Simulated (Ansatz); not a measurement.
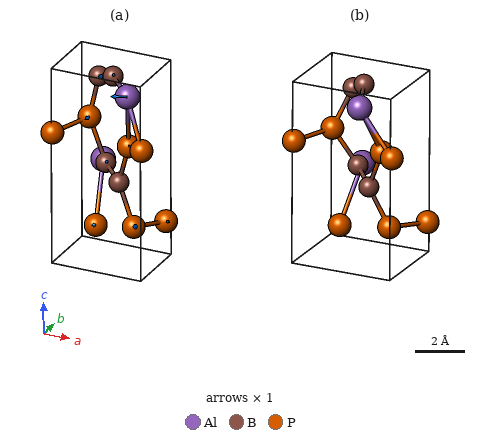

The structure of crystalline AlB2P3 (a generated structure, set up in P1) (coarse preliminary run) before (left) and after (right) a relaxation, at one scale. The blue arrows give the displacements (the part carried along by the change of the cell is left out), at their true length.

The picture is a ball-and-stick view of the cell of the calculation, seen slightly off an axis.

Method: Ansatz, DFT PBE, scalar-relativistic, plane waves, PAW. Settings: plane-wave cutoff 420 eV; k-point mesh 4 × 4 × 2; occupations gaussian; smearing width 0.1 eV; no spin polarisation; cell and atoms relaxed; force threshold 0.04 eV/Å; at most 70 steps.

Question: What changed between the two?

Answer: An Al atom moves most relative to the cell: 0.72 Å along [−2 −1 0]. Largest moves by element: Al 0.72 Å, P 0.29 Å, B 0.23 Å. The volume changes by +10.5 %, with a 4.678 → 4.962 Å (+6.1 %), b 4.773 → 5.144 Å (+7.8 %), c 8.361 → 7.792 Å (−6.8 %), α 90.5° → 90.0°, β 90.6° → 90.0°, γ 112.2° → 106.2°. Among the contacts that change: Al–B 2.607 → 3.903 Å, Al–P 2.941 → 3.567 Å, Al–B 2.680 → 2.254 Å, P–P 2.983 → 3.351 Å. Bond angles that change, for instance: P–Al–P 132.1° → 102.5°, B–P–B 148.5° → 120.0°, Al–P–P 108.4° → 90.2°. The space group (tolerance 0.01 Å) goes from P1 (No. 1) to P2_1 (No. 4). Over 10 accepted moves (13 points after the start) the energy falls by 133 meV per atom. Largest force component: 2.4 eV/Å at the start, 0.021 eV/Å at the end. The pressure goes from 5.36 to 0.07 GPa. The line search rejected the trial step at point 5 of the run. At 2 points the geometry stayed and the basis and grid were re-selected for the new cell (energy shift of 3.6 meV per atom at most each time). Cost: 5.9 min on 1 thread of Intel(R) Xeon(R) Processor @ 2.50GHz (Skylake/Cascade Lake) (shared host), peak memory 0.45 GiB.

Limits of the set-up: the k-point mesh is coarse for a cell with partly filled bands.
